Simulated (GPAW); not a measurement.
A computed C K-edge spectrum of one site in a crystal of C, Sc and Sn, with its zero at a photon energy of about 278.5 eV (raw 285.1 eV, less 6.7 eV of added terms; LDA puts this hole about 3 eV below PBE, itself good to a few eV). Method: GPAW, LDA, excited-electron core hole (neutral cell) in a small cell, dipole transitions, broadening that rises with energy.

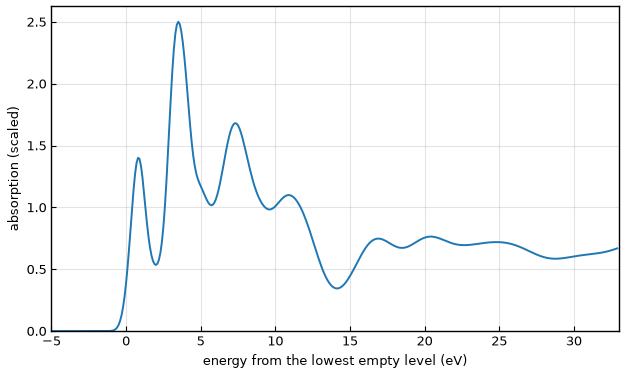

Energy from the lowest empty level; intensity scaled to a mean of 1 over the first 20 eV.

Question: What surroundings does the absorber have?

A K edge sees empty p states; the first features are C p mixed into the empty d states of the Sc neighbours, and the broad ones above probably into the cations' higher empty bands. It is atom 5 of Sc3SnC (Pm-3m), with 6 Sc at 2.27 Å (octahedral, site symmetry m-3m). Its main maxima below 24 eV lie at 0.8 eV (1.40), 3.5 eV (2.50), 7.3 eV (1.68), 10.9 eV (1.10), 16.9 eV (0.75) and 20.4 eV (0.76). A near-edge spectrum doesn't fix the structure by itself; it is matched against candidates. The holes are only 6.4 Å apart, so the shape is probably not converged with cell size; no larger cell was run here. The structure is a computed Materials Project entry and may be a hypothetical form.

[Hosts, paths, dates, database ids (printed as entryN), source tags and the programs' standing remarks are cut or masked in the printed files.]

[Lists of maxima count a maximum above −3 eV only where it reaches 4 % of the highest in the window and stands out from its surroundings by 2 % of it (1.5 % where it reaches 55 %); shoulders and weaker maxima are passed over, and of the rest the first, up to two pre-edge ones and the few strongest are named.]
